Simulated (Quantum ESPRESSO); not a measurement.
## Magnetic state of MnF2 from several starts

Aim: find out which collinear order of MnF2 costs least.

Program: Quantum ESPRESSO 7.5. Level of theory: PBE with U = 4 eV on Mn d (ortho-atomic projectors); plane waves with GBRV 1.5 PBE potentials, no spin-orbit coupling. Results are calculated unless marked as measured.

### Step 1. The starting structure

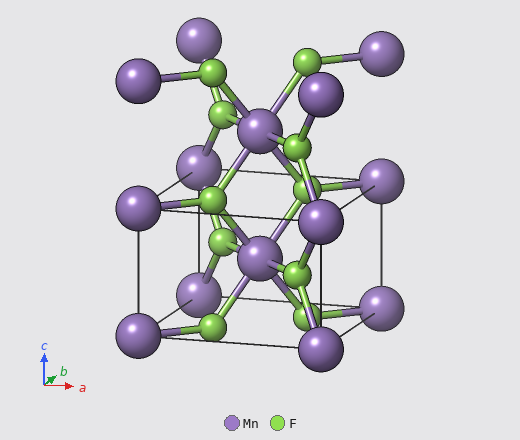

Start, viewed slightly off an axis; manganese light purple, fluorine green. 1×1×2 cells are drawn. Some periodic images of atoms are drawn too.

Structure file:

```cif
data_structure
_symmetry_space_group_name_H-M 'P4_2/mnm'
_symmetry_Int_Tables_number 136
_cell_length_a 4.8738
_cell_length_b 4.8738
_cell_length_c 3.3107
_cell_angle_alpha 90.000
_cell_angle_beta 90.000
_cell_angle_gamma 90.000
_cell_volume 78.64
loop_
_atom_site_label
_atom_site_type_symbol
_atom_site_symmetry_multiplicity
_atom_site_Wyckoff_symbol
_atom_site_fract_x
_atom_site_fract_y
_atom_site_fract_z
_atom_site_occupancy
Mn1 Mn 2 a 0.00000 0.00000 0.00000 1
F1 F 4 f 0.30530 0.30530 0.00000 1
```

The cell comes from the Crystallography Open Database.

### Step 2. Start 1: ferro ++

The signs are those of the starting moments on the seeded atoms, the atoms that are given a moment.

Contents of pw.in:

```
&CONTROL
  calculation = 'scf'
  prefix = 'pwscf'
  outdir = './tmp'
  pseudo_dir = './pseudo'
  disk_io = 'nowf'
/
&SYSTEM
  ibrav = 0
  nat = 6
  ntyp = 2
  ecutwfc = 40
  ecutrho = 280
  nbnd = 44
  occupations = 'smearing'
  smearing = 'fd'
  degauss = 0.00734986
  nspin = 2
  starting_magnetization(1) = 0.3
  starting_magnetization(2) = 0
/
&ELECTRONS
  conv_thr = 1.2d-08
  electron_maxstep = 150
  mixing_beta = 0.3
/
ATOMIC_SPECIES
Mn     54.9380 mn_pbe_v1.5.uspp.F.UPF
F      18.9984 f_pbe_v1.4.uspp.F.UPF
CELL_PARAMETERS angstrom
   4.8738000000    0.0000000000    0.0000000000
   0.0000000000    4.8738000000    0.0000000000
   0.0000000000    0.0000000000    3.3107000000
ATOMIC_POSITIONS crystal
Mn      0.0000000000    0.0000000000    0.0000000000
Mn      0.5000000000    0.5000000000    0.5000000000
F       0.3053000000    0.3053000000    0.0000000000
F       0.1947000000    0.8053000000    0.5000000000
F       0.6947000000    0.6947000000    0.0000000000
F       0.8053000000    0.1947000000    0.5000000000
K_POINTS automatic
6 6 6 0 0 0
HUBBARD {ortho-atomic}
U Mn-3d 4.0000
```

Run with:

```
$ OMP_NUM_THREADS=1 mpirun -n 2 pw.x -nk 2 -in pw.in > pw.out
```

Log:

```text
Program PWSCF v.7.5 starts

     Message from routine setup:
     using ibrav=0 with symmetry is DISCOURAGED, use correct ibrav instead

     K-points division:     npool     =       2
     Subspace diagonalization in iterative solution of the eigenvalue problem:

     G-vector sticks info
     --------------------
     sticks:   dense  smooth     PW     G-vecs:    dense   smooth      PW
     Sum        1893    1085    333                42069    18157    3081

     Using Slab Decomposition

     bravais-lattice index     =            0
     lattice parameter (alat)  =       9.2101  a.u.
     unit-cell volume          =     530.7034 (a.u.)^3
     number of atoms/cell      =            6
     number of atomic types    =            2
     number of electrons       =        58.00
     number of Kohn-Sham states=           44
     kinetic-energy cutoff     =      40.0000  Ry
     charge density cutoff     =     280.0000  Ry
     scf convergence threshold =      1.2E-08
     mixing beta               =       0.3000
     number of iterations used =            8  plain     mixing
     Exchange-correlation=  SLA  PW   PBX  PBC
                           (   1   4   3   4   0   0   0)
     Hubbard projectors: ortho-atomic
     Hubbard parameters of DFT+U (Dudarev formulation) in eV:
     U(Mn-3d) =  4.0000

     Internal variables: lda_plus_u =T, lda_plus_u_kind = 0

     Internal variables: orbital_resolved =F, hub_pot_fix =F, apply_U = F

     celldm(1)=   9.210147  celldm(2)=   0.000000  celldm(3)=   0.000000
     celldm(4)=   0.000000  celldm(5)=   0.000000  celldm(6)=   0.000000

     crystal axes: (cart. coord. in units of alat)
               a(1) = (   1.000000   0.000000   0.000000 )
               a(2) = (   0.000000   1.000000   0.000000 )
               a(3) = (   0.000000   0.000000   0.679285 )

     reciprocal axes: (cart. coord. in units 2 pi/alat)
               b(1) = (  1.000000  0.000000  0.000000 )
               b(2) = (  0.000000  1.000000  0.000000 )
               b(3) = (  0.000000  0.000000  1.472136 )

     PseudoPot. # 1 for Mn read from file:
     mn_pbe_v1.5.uspp.F.UPF
     Pseudo is Ultrasoft + core correction, Zval = 15.0
     Generated by new atomic code, or converted to UPF format
     Using radial grid of  859 points,  6 beta functions with:
                l(1) =   0
                l(2) =   0
                l(3) =   1
                l(4) =   1
                l(5) =   2
                l(6) =   2
     Q(r) pseudized with  8 coefficients,  rinner =    0.950   0.950   0.950
                                                       0.950   0.950

     PseudoPot. # 2 for F  read from file:
     f_pbe_v1.4.uspp.F.UPF
     Pseudo is Ultrasoft, Zval =  7.0
     Generated by new atomic code, or converted to UPF format
     Using radial grid of  799 points,  4 beta functions with:
                l(1) =   0
                l(2) =   0
                l(3) =   1
                l(4) =   1
     Q(r) pseudized with  8 coefficients,  rinner =    0.950   0.950   0.950

     atomic species   valence    mass     pseudopotential
     Mn               15.00    54.93800     Mn( 1.00)
     F                 7.00    18.99840     F ( 1.00)

     Starting magnetic structure
     atomic species   magnetization
     Mn              0.300
     F               0.000

     16 Sym. Ops., with inversion, found ( 8 have fractional translation)

   Cartesian axes

     site n.     atom                  positions (alat units)
         1        Mn     tau(   1) = (   0.0000000   0.0000000   0.0000000  )
         2        Mn     tau(   2) = (   0.5000000   0.5000000   0.3396426  )
         3        F      tau(   3) = (   0.3053000   0.3053000   0.0000000  )
         4        F      tau(   4) = (   0.1947000   0.8053000   0.3396426  )
         5        F      tau(   5) = (   0.6947000   0.6947000   0.0000000  )
         6        F      tau(   6) = (   0.8053000   0.1947000   0.3396426  )

     number of k points=    40  Fermi-Dirac smearing, width (Ry)=  0.0073
                       cart. coord. in units 2pi/alat
        k(    1) = (   0.0000000   0.0000000   0.0000000), wk =   0.0046296
        k(    2) = (   0.0000000   0.0000000   0.2453560), wk =   0.0092593
        k(    3) = (   0.0000000   0.0000000   0.4907119), wk =   0.0092593
        k(    4) = (   0.0000000   0.0000000  -0.7360679), wk =   0.0046296
        k(    5) = (   0.0000000   0.1666667   0.0000000), wk =   0.0185185
        [... 35 further k-points ...]

     Dense  grid:    42069 G-vectors     FFT dimensions: (  50,  50,  36)

     Smooth grid:    18157 G-vectors     FFT dimensions: (  40,  40,  30)

     Check: negative core charge=   -0.000038
     Generating pointlists ...
     new r_m :   0.1781 (alat units)  1.6403 (a.u.) for type    1
     new r_m :   0.1781 (alat units)  1.6403 (a.u.) for type    2

     Initial potential from superposition of free atoms

     starting charge      56.9998, renormalised to      58.0000

     STARTING HUBBARD OCCUPATIONS:

     =================== HUBBARD OCCUPATIONS ===================
     ------------------------ ATOM    1 ------------------------
     Tr[ns(  1)] (up, down, total) =   5.00000  0.00000  5.00000
     Atomic magnetic moment for atom   1 =   5.00000
     [... lines left out ...]
     ------------------------ ATOM    2 ------------------------
     Tr[ns(  2)] (up, down, total) =   5.00000  0.00000  5.00000
     Atomic magnetic moment for atom   2 =   5.00000
     [... lines left out ...]
     Number of occupied Hubbard levels =   10.0000

     Atomic wfc used for Hubbard projectors are orthogonalized

     Starting wfcs are   42 randomized atomic wfcs +    2 random wfcs

     Self-consistent Calculation

     iteration #  1     ecut=    40.00 Ry     beta= 0.30
     Davidson diagonalization with overlap
     ethr =  1.00E-02,  avg # of iterations =  5.3

     =================== HUBBARD OCCUPATIONS ===================
     ------------------------ ATOM    1 ------------------------
     Tr[ns(  1)] (up, down, total) =   4.97497  0.12945  5.10442
     Atomic magnetic moment for atom   1 =   4.84551
     [... lines left out ...]
     ------------------------ ATOM    2 ------------------------
     Tr[ns(  2)] (up, down, total) =   4.97497  0.12945  5.10442
     Atomic magnetic moment for atom   2 =   4.84551
     [... lines left out ...]
     Number of occupied Hubbard levels =   10.2088

     Threshold (ethr) on eigenvalues was too large:
     Diagonalizing with lowered threshold

     Davidson diagonalization with overlap
     ethr =  8.12E-04,  avg # of iterations =  1.0

     total energy              =    -617.13283885 Ry
     estimated scf accuracy    <       0.47818106 Ry

     total magnetization       =    10.00 Bohr mag/cell
     absolute magnetization    =    10.00 Bohr mag/cell

     iteration #  2     ecut=    40.00 Ry     beta= 0.30
     Davidson diagonalization with overlap
     ethr =  8.24E-04,  avg # of iterations =  1.6

     total energy              =    -617.20696336 Ry
     estimated scf accuracy    <       0.05558572 Ry

     total magnetization       =    10.00 Bohr mag/cell
     absolute magnetization    =    10.00 Bohr mag/cell

     iteration #  3     ecut=    40.00 Ry     beta= 0.30
     Davidson diagonalization with overlap
     ethr =  9.58E-05,  avg # of iterations =  2.3

     negative rho (up, down):  0.000E+00 1.200E-03

     total energy              =    -617.22079301 Ry
     estimated scf accuracy    <       0.02151808 Ry

     total magnetization       =    10.00 Bohr mag/cell
     absolute magnetization    =    10.00 Bohr mag/cell

     [... further iterations left out ...]

     iteration #  7     ecut=    40.00 Ry     beta= 0.30
     Davidson diagonalization with overlap
     ethr =  6.66E-08,  avg # of iterations =  2.0

     negative rho (up, down):  0.000E+00 1.644E-03

     total energy              =    -617.22279945 Ry
     estimated scf accuracy    <       0.00000070 Ry

     total magnetization       =    10.00 Bohr mag/cell
     absolute magnetization    =    10.00 Bohr mag/cell

     iteration #  8     ecut=    40.00 Ry     beta= 0.30
     Davidson diagonalization with overlap
     ethr =  1.21E-09,  avg # of iterations =  2.6

     negative rho (up, down):  0.000E+00 1.642E-03

     total energy              =    -617.22279858 Ry
     estimated scf accuracy    <       0.00000389 Ry

     total magnetization       =    10.00 Bohr mag/cell
     absolute magnetization    =    10.00 Bohr mag/cell

     iteration #  9     ecut=    40.00 Ry     beta= 0.30
     Davidson diagonalization with overlap
     ethr =  1.21E-09,  avg # of iterations =  2.5

     negative rho (up, down):  0.000E+00 1.641E-03

     total energy              =    -617.22279968 Ry
     estimated scf accuracy    <       0.00000008 Ry

     total magnetization       =    10.00 Bohr mag/cell
     absolute magnetization    =    10.00 Bohr mag/cell

     iteration # 10     ecut=    40.00 Ry     beta= 0.30
     Davidson diagonalization with overlap
     ethr =  1.46E-10,  avg # of iterations =  2.0

     negative rho (up, down):  0.000E+00 1.641E-03

     Magnetic moment per site  (integrated on atomic sphere of radius R)
     atom   1 (R=0.178)  charge= 12.3336  magn=  4.2474
     atom   2 (R=0.178)  charge= 12.3336  magn=  4.2474
     atom   3 (R=0.178)  charge=  6.7234  magn=  0.0716
     atom   4 (R=0.178)  charge=  6.7234  magn=  0.0716
     atom   5 (R=0.178)  charge=  6.7234  magn=  0.0716
     atom   6 (R=0.178)  charge=  6.7234  magn=  0.0716

     End of self-consistent calculation

     =================== HUBBARD OCCUPATIONS ===================
     ------------------------ ATOM    1 ------------------------
     Tr[ns(  1)] (up, down, total) =   4.98841  0.19018  5.17859
     Atomic magnetic moment for atom   1 =   4.79823
     [... lines left out ...]
     ------------------------ ATOM    2 ------------------------
     Tr[ns(  2)] (up, down, total) =   4.98841  0.19018  5.17859
     Atomic magnetic moment for atom   2 =   4.79823
     [... lines left out ...]
     Number of occupied Hubbard levels =   10.3572

     [... lines left out ...]
     the Fermi energy is     7.2742 ev

!    total energy              =    -617.22279978 Ry
     estimated scf accuracy    <          9.6E-09 Ry
     smearing contrib. (-TS)   =      -0.00000001 Ry
     internal energy E=F+TS    =    -617.22279976 Ry

     The total energy is F=E-TS. E is the sum of the following terms:
     one-electron contribution =    -374.66940563 Ry
     hartree contribution      =     212.85124619 Ry
     xc contribution           =     -91.27465098 Ry
     ewald contribution        =    -364.18633894 Ry
     Hubbard energy            =       0.05634960 Ry

     total magnetization       =    10.00 Bohr mag/cell
     absolute magnetization    =    10.00 Bohr mag/cell

     convergence has been achieved in  10 iterations

=------------------------------------------------------------------------------=
   JOB DONE.
=------------------------------------------------------------------------------=
```

The job ended after 2.3 min (2 MPI ranks of Arm Neoverse N1, shared host; peak memory 0.45 GiB; 4.6 min of CPU time).

Spin moment in the atom's sphere by atom:

```csv
atom,spin moment in the atom's sphere (μB)
Mn1,4.25
Mn2,4.25
F3,0.07
F4,0.07
F5,0.07
F6,0.07
```

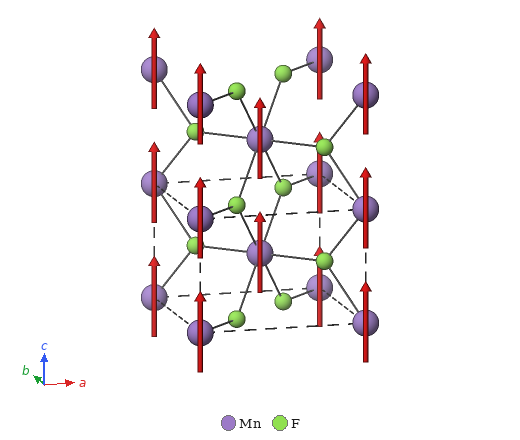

Spin moment in the atom's sphere as arrows, the longest 4.25 μB. Up and down stand for the sign. Arrows give size and sign along the axis of quantisation, drawn up and down the page. 1×1×2 cells are drawn. Some periodic images of atoms are drawn too.

This step gave:

```
smearing term TS       : 1.78e-7 eV
magnetization          : 10 μB
absolute magnetization : 10.00 μB
final state            : ferromagnetic
```

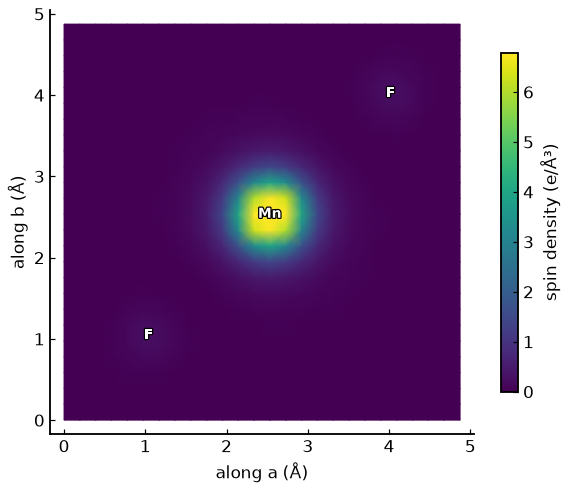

Spin density in the ab plane at fractional z = 0.000, with atoms of Mn and F within 0.2 Å of it. The map starts off the cell's origin, so that atoms lie inside it.

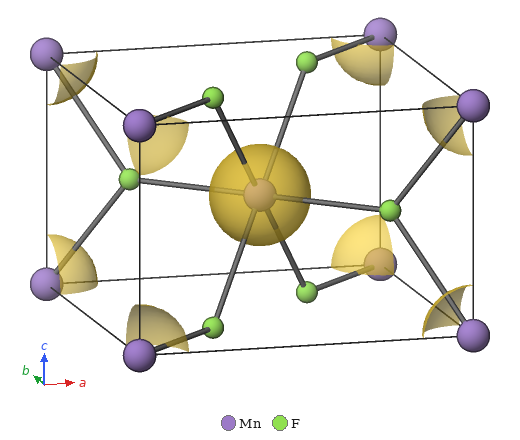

Surface of spin density = 0.68 e/Å³, which holds about 70 % of the integral of its size.

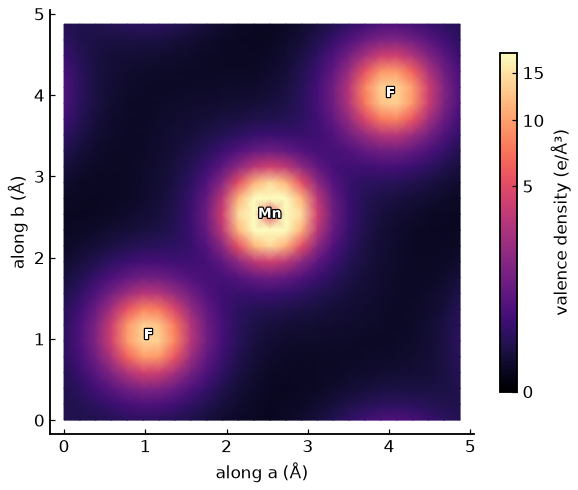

Valence density in the ab plane at fractional z = 0.000, with atoms of Mn and F within 0.2 Å of it. It is the smooth field of the valence electrons, not physical close to the nuclei. The map starts off the cell's origin, so that atoms lie inside it. The colour scale is stretched toward low values.

(Part 1 of 2 ends here.)

[Logs and program files are shortened in this print: banners, set-up blocks, solver, clock and traceback lines can be left out without a mark of their own.]

[Logs are printed without paths, hosts, clocks, repeated set-up lines and the standing remarks that a program may print on its own settings, such as how far it seeks lower states.]

[Hosts, paths, dates, database ids (printed as entryN), source tags and the programs' standing remarks are cut or masked in the printed files.]

[Where a cell is said to come from a database of computed structures, the database is the Materials Project.]
